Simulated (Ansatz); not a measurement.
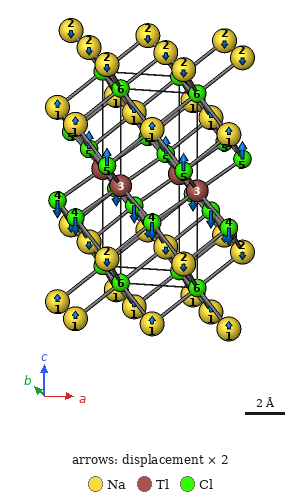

A relaxation of crystalline Na2TlCl3 (built on the Sn2GeTe3-164 type type). The starting structure is drawn; blue arrows show the displacements (the part carried along by the change of the cell is left out), magnified 2 times.

The picture is a ball-and-stick view of the cell of the calculation, seen slightly off an axis.

Level of theory: DFT, PBEsol, plane waves, PAW in Ansatz 0.2.0. Settings: plane-wave cutoff 420 eV; k-point mesh 6 × 6 × 2; occupations fermi dirac; smearing width 0.03 eV; no spin polarisation; cell and atoms relaxed; force threshold 0.01 eV/Å; at most 120 steps.

Atoms of which element are displaced furthest, and by how much?

Answer. Chlorine: up to 0.49 Å, against 0.22 Å for sodium.

Describe the change and its energy.

Answer. After 5 accepted moves (6 points after the start) the energy has fallen by 0.718 eV per cell of the calculation. The largest force component goes from 1.5 to 0.0008 eV/Å. Pressure: 1.55 GPa at the start and −0.04 GPa at the end. At 1 point the geometry stayed and the basis and grid were re-selected for the new cell (energy shift of 0.4 meV per cell of the calculation at most each time). The largest moves relative to the cell, 0.49 Å, are those of Cl4 and Cl5. Cl4 goes along −c. Largest moves by element: Cl 0.49 Å, Na 0.22 Å. Tl stays in place. The volume changes by −5.2 %, with a = b 4.191 → 4.080 Å (−2.7 %), c 10.400 → 10.410 Å (+0.1 %). Some distances before and after: Tl3–Cl4 2.890 → 3.138 Å, Na1–Cl5 3.029 → 2.821 Å, Na1–Cl6 3.015 → 2.836 Å. Among the angles between lasting bonds that change: Na1–Cl5–Na1 87.5° → 92.6°, Cl5–Na1–Cl5 87.5° → 92.6°, Cl5–Na1–Cl6 92.2° → 87.7°. The space group stays P-3m1 (No. 164).
